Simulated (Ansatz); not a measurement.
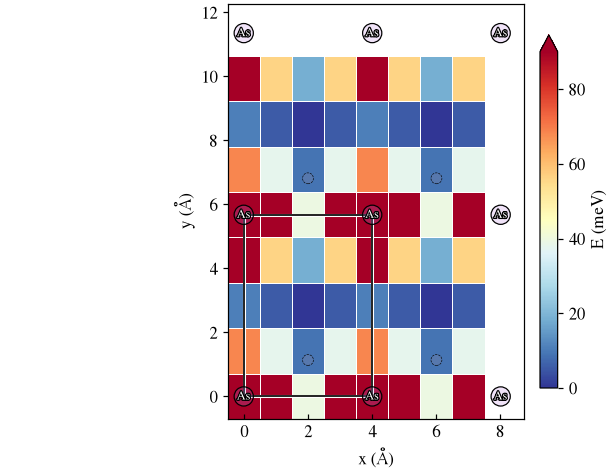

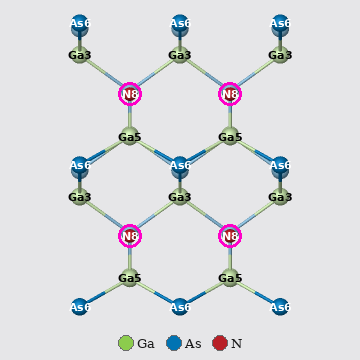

Energy landscape of N₂ on a GaAs(110) slab cut from the F-43m phase, its upper half relaxed before the scan (6 atoms of substrate and one adsorbate in a 1 × 1 cell). N2 is moved over the surface cell at a fixed height above a rigid substrate; the origin of the map has the adsorbate above As6; the height is held at 2.90 Å. Places are given modulo a cell vector. The map is drawn in real space over the plane of the surface. The scan uses a 4 × 4 grid; 12 points were computed and 4 follow by symmetry. Energies: meV, counted from the lowest grid point. With one adsorbate in each 1 × 1 cell, its nearest image is 4.0 Å away, so neighbouring adsorbates interact. At a fixed height the lowest place need not be the adsorption site. All numbers below come from Ansatz 0.2.0, DFT PBE+D3(BJ), scalar-relativistic, plane waves, PAW. Settings: cutoff 420 eV, k-mesh 7×5×1, gaussian smearing 0.05 eV, no spin polarisation.

The picture shows one coloured cell a grid point, labelled circles for the atoms of the top layer and small ones for the second layer, the outline of one cell of the 2 × 2 shown, one colour for all values above the top of the scale. The second picture is the structure at the lowest point; rings mark the moved atoms.

Question: Summarise what can be read from the map.

Answer: The lowest grid point is at a fourfold hollow, (2/4, 2/4) of the cell vectors. The highest grid point, the top site over a surface As atom, (0/4, 0/4) of the cell vectors, lies 262 meV above the lowest.

The input of one point:

```yaml
crystal:
  lattice:
    - [4.0137031116, 0.0, 0.0]
    - [0.0, 5.6762333758, 0.0]
    - [0.0, 0.0, 22.8852699092]
  atoms:
    - { symbol: Ga, position: [0.5, 0.5, 0.1747849169] }
    - { symbol: As, position: [0.0, 0.25, 0.1747849169] }
    - { symbol: Ga, position: [0.0, 0.0653835254, 0.2732733389] }
    - { symbol: As, position: [0.5, 0.8102208702, 0.2554204538] }
    - { symbol: Ga, position: [0.5, 0.4894639615, 0.3292030243] }
    - { symbol: As, position: [0.0, 0.2887573197, 0.3664046761] }
    - { symbol: "N", position: [0.5, 0.7887573197, 0.4931237409] }
    - { symbol: "N", position: [0.5, 0.7887573197, 0.5411895931] }
basis:
  ecutwfc: 420
kpoints:
  mp_grid: { grid: [7, 5, 1] }
hamiltonian:
  xc: pbe
  pseudopotentials: { kind: paw, azcp: { folder: soft_1 } }
  dispersion: d3bj
scf:
  occupations: { method: gaussian, width: 0.05 }
output:
  forces: true
  eigenvalues: true
efield:
  axis: 3
  dipole_correction: true
  ramp_width: 0.04
```

Time for the 12 points that were run: 11 min on 2 threads of Arm Neoverse N1, with other jobs on the host.
